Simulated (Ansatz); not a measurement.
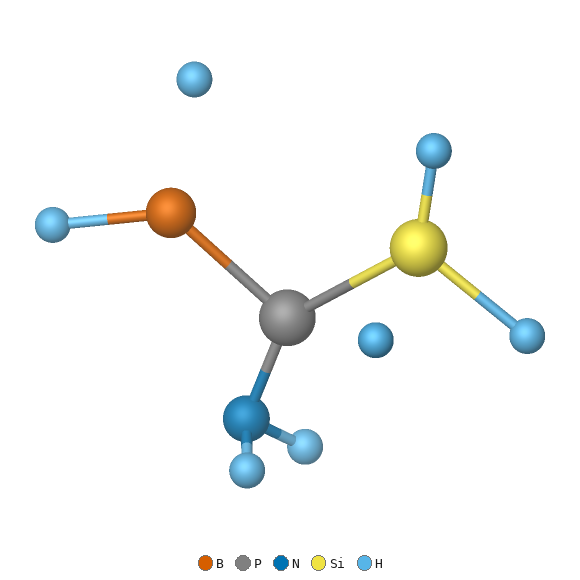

The picture shows the input geometry.

Input file:

```yaml
crystal:
  periodic: [false, false, false]
  atoms:
    - {symbol: B, position_ang: [-0.917534, 1.556536, 0.164935]}
    - {symbol: P, position_ang: [-0.250360, -0.149506, 0.453622]}
    - {symbol: N, position_ang: [-0.024041, -0.395764, 1.789211]}
    - {symbol: Si, position_ang: [0.375899, -0.655172, -1.470404]}
    - {symbol: H, position_ang: [-1.704783, 1.950456, -1.155996]}
    - {symbol: H, position_ang: [-1.245880, 2.537184, 1.134768]}
    - {symbol: H, position_ang: [0.845412, -0.357049, 1.925782]}
    - {symbol: H, position_ang: [-0.157258, -1.307059, 1.896515]}
    - {symbol: H, position_ang: [-0.016757, -0.256006, -2.523241]}
    - {symbol: H, position_ang: [1.033427, -2.152047, -1.341686]}
    - {symbol: H, position_ang: [1.946941, -0.107918, -1.001678]}
basis:
  gaussian: {orbitals: cc-pVDZ, fitting: {mean_field: def2-universal-jkfit}}
magnetization: {spin_polarized: true, initial_magnetization: 0}
hamiltonian: {xc: {name: RPBE}, dispersion: d3bj}
scf: {lower_state_search: full}
output: {forces: true}
```

Command:

```sh
ansatz run in.yaml --threads 2 --pin off --events-out ev --progress --plain --max-ram 4352MiB
```

Result:

```
Functional definition: RPBE
  name "RPBE"
  cite "Hammer, Hansen & Nørskov, Phys. Rev. B 59, 7413 (1999) doi:10.1103/PhysRevB.59.7413"
  cite "Perdew, Burke & Ernzerhof, Phys. Rev. Lett. 77, 3865 (1996) doi:10.1103/PhysRevLett.77.3865"
  parameter kappa = 0.804
  parameter beta = 0.06672455060314922
  exchange = rpbe_x(kappa = kappa, mu = beta*pi^2/3)
  correlation = pbe_c(beta = beta)
534 factors; integrals over basis functions are off by at most 4.3e-1 eV
mean field evaluation 1: about -19426.7990 eV, gradient 4.5e1 eV
mean field evaluation 2: about -19426.7972 eV, gradient 4.5e1 eV
mean field evaluation 4: about -19434.4044 eV, gradient 1.2e1 eV
mean field evaluation 8: about -19435.5009 eV, gradient 2.6e-1 eV
mean field evaluation 16: about -19435.5012 eV, gradient 3.9e-5 eV
mean field -19435.50122489 eV, -714.2414961587 hartree, gradient 3.9e-5 eV, S^2 0.000000; 0 other end points of the search recorded, 0 dependent functions left out
the calculation of the forces begins
reference -19435.50126746 eV, -714.2414977234 hartree; 24, 24 occupied and 75, 75 virtual orbitals, 534 factors
Total energy: -19437.32953570 eV, -714.3086853417 hartree
Atom 0 at    -0.917534     1.556536     0.164935 Å, force    -2.800057     1.592062    -0.946788 eV/Å
Atom 1 at    -0.250360    -0.149506     0.453622 Å, force    -9.426131     9.215317   -21.948795 eV/Å
Atom 2 at    -0.024041    -0.395764     1.789211 Å, force    -1.979094    -1.849389    18.356393 eV/Å
Atom 3 at     0.375899    -0.655172    -1.470404 Å, force     8.389244    -5.395251     9.084115 eV/Å
Atom 4 at    -1.704783     1.950456    -1.155996 Å, force     2.069606    -0.977514     2.363994 eV/Å
Atom 5 at    -1.245880     2.537184     1.134768 Å, force     0.848491    -1.831551    -1.485780 eV/Å
Atom 6 at     0.845412    -0.357049     1.925782 Å, force    10.246423     1.078284     3.194700 eV/Å
Atom 7 at    -0.157258    -1.307059     1.896515 Å, force    -1.626330    -5.954780     2.247968 eV/Å
Atom 8 at    -0.016757    -0.256006    -2.523241 Å, force    -3.823772     3.583836    -8.975074 eV/Å
Atom 9 at     1.033427    -2.152047    -1.341686 Å, force    -1.084729     0.699107    -0.599844 eV/Å
Atom 10 at     1.946941    -0.107918    -1.001678 Å, force    -0.813652    -0.160121    -1.290889 eV/Å
Dipole moment:     0.283502    -0.711798     0.315473 e Å
```

The run converged.
